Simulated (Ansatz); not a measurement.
Consider AlAs5.

```
Al As
1.0
     5.75084    0.00000    0.00000
     0.00000    5.75084    0.00000
     0.00000    0.00000    7.77611
Al As
2 10
Cartesian
  0.0000 0.0000 3.8881
  2.8754 2.8754 0.0000
  1.4377 1.4377 1.9440
  4.3131 4.3131 5.8321
  1.4377 1.4377 5.8321
  4.3131 4.3131 1.9440
  4.3131 1.4377 1.9440
  1.4377 4.3131 5.8321
  1.4377 4.3131 1.9440
  4.3131 1.4377 5.8321
  0.0000 0.0000 0.0000
  2.8754 2.8754 3.8881
```

Space group I4/mmm; a structure generated by program, which may or may not match a known phase.

These are results of DFT PBE, scalar-relativistic, plane waves, PAW in Ansatz, not measurements.

Q: What will maps of the valence pseudo-density and electron localisation function show?

A: Al–As (2.81 Å): ρ is about 0.25 e/Å³ halfway; the ELF is about 0.65 at the midpoint.
Bader's partition of the density gives Al +1.27 and As −0.33 to +0.03 e.

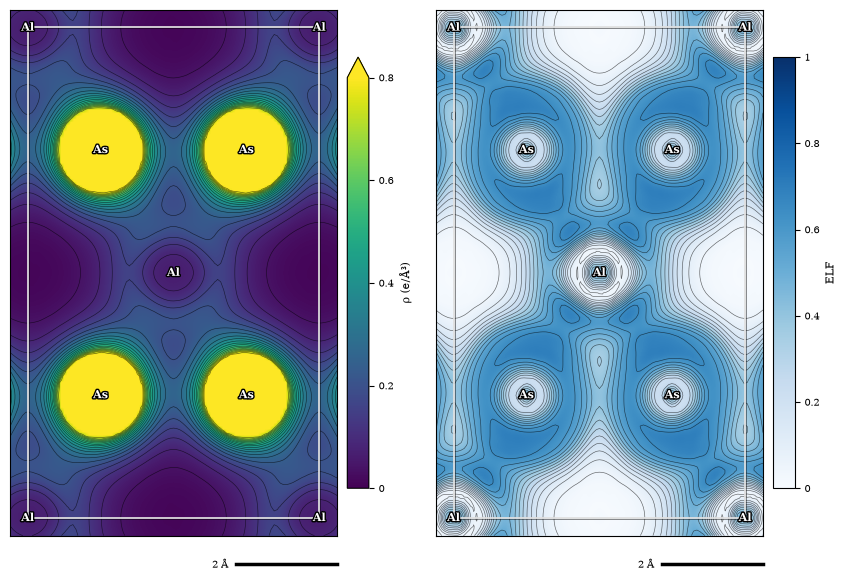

Computed valence pseudo-density and electron localisation function on the (101) plane of the conventional cell, in this order. 

The density is the valence pseudo-density of a PAW calculation; it isn't the true density close to the nuclei.
